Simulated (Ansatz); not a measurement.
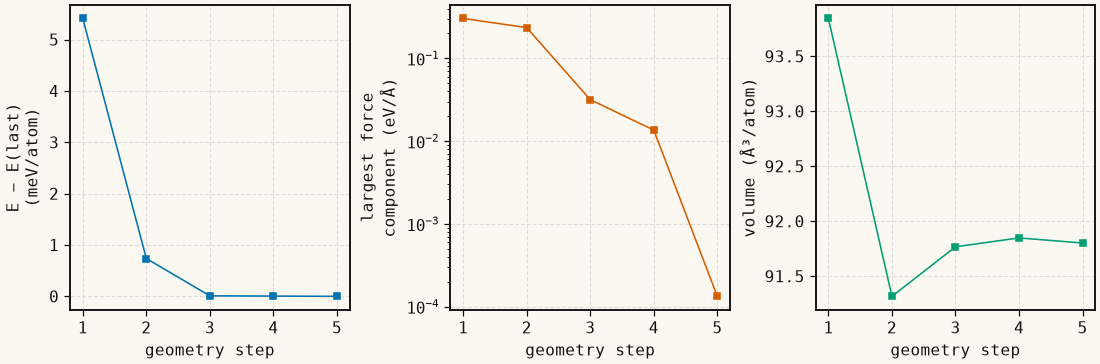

History of a geometry optimisation. A closing SCF on a freshly chosen basis isn't drawn.

- system: MoSeS (slab, 3 atoms in the cell)
- method: DFT, HSE06, plane waves, PAW in Ansatz 0.2.0; cutoff 420 eV, 6×6×1 k-mesh, Fermi–Dirac smearing of 0.02 eV

How did the optimisation end?

Answer. The optimisation met its thresholds at geometry 5, counting the start as the first. The energy fell by about 5.4 meV/atom from the first step to the last. The largest force component goes from about 0.3 eV/Å at the start to 1.3 × 10⁻⁴ eV/Å at the end.

Was the starting cell too large or too small?

Answer. The volume shrinks from 93.8 to 91.8 Å³ per atom (−2 %), overshooting to 91.3 at step 2. The start was expanded.
